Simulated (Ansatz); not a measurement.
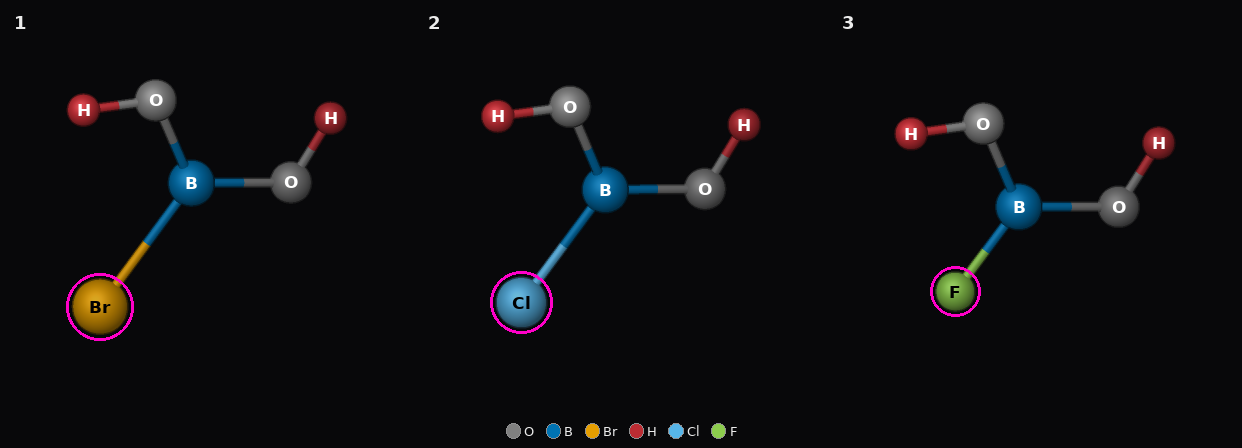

3 molecules with one skeleton, seen from the same side and at one scale; the atom that differs is circled. Each species is neutral and a spin singlet. Computed geometries: PBE0-D4/def2-TZVP optimisations, one conformation each. Properties computed with Ansatz 0.2.0.

One atom differs, called X below: Br in panel 1, Cl in panel 2, F in panel 3. Their formulas are BBrH2O2 (`OB(O)Br`), BClH2O2 (`OB(O)Cl`), BFH2O2 (`OB(O)F`).

### Rank them by the dipole moment, lowest first (PBE0-D4/def2-TZVP).

3 (F), 2 (Cl), 1 (Br).

### Rank them by the HOMO energy (Kohn–Sham orbital), lowest first (ωB97M-V/def2-TZVPP).

3 (F), 2 (Cl), 1 (Br).

Give the values. With PBE0-D4/def2-TZVP: length of X–B (Å), mean angle O–B–X (°), dipole moment (D), harmonic zero-point energy (kJ/mol). With ωB97M-V/def2-TZVPP: HOMO energy (Kohn–Sham orbital) (eV), HOMO–LUMO gap (eV).

```csv
quantity,1 (Br),2 (Cl),3 (F)
length of X–B (Å),1.936,1.771,1.333
mean angle O–B–X (°),119.3,119.5,119.2
dipole moment (D),2.04,1.97,1.91
harmonic zero-point energy (kJ/mol),91.8,93.3,97.4
HOMO energy (Kohn–Sham orbital) (eV),−10.69,−11.46,−12.21
HOMO–LUMO gap (eV),12.55,13.37,13.98
```
